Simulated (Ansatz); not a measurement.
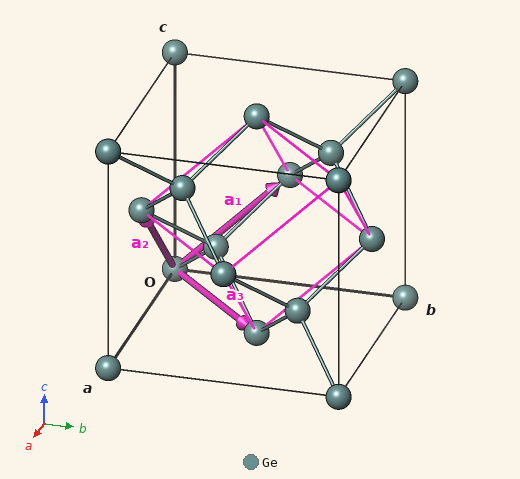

The conventional cell (thin) and a primitive cell (coloured, vectors a₁, a₂, a₃). Crystal: Ge, the geometry relaxed with DFT PBE+D3(BJ), scalar-relativistic, plane waves, PAW (Ansatz). The drawing is computed from the coordinates (standard cell, symmetry found to 0.002 Å).

a = 5.700 Å, b = 5.700 Å, c = 5.700 Å, α = 90.00°, β = 90.00°, γ = 90.00°.

> What is the centring, and how are the primitive vectors built?

F, face-centred cubic, with lattice points at (0, 0, 0), (1/2, 1/2, 0), (1/2, 0, 1/2), (0, 1/2, 1/2). a₁ = 1/2 b + 1/2 c; a₂ = 1/2 a + 1/2 c; a₃ = 1/2 a + 1/2 b.

> Give the primitive cell's size and content.

Edges 4.030, 4.030, 4.030 Å; angles 60.00°, 60.00°, 60.00°; volume 46.29 Å³, 1/4 of the conventional cell; 2 of its 8 atoms.
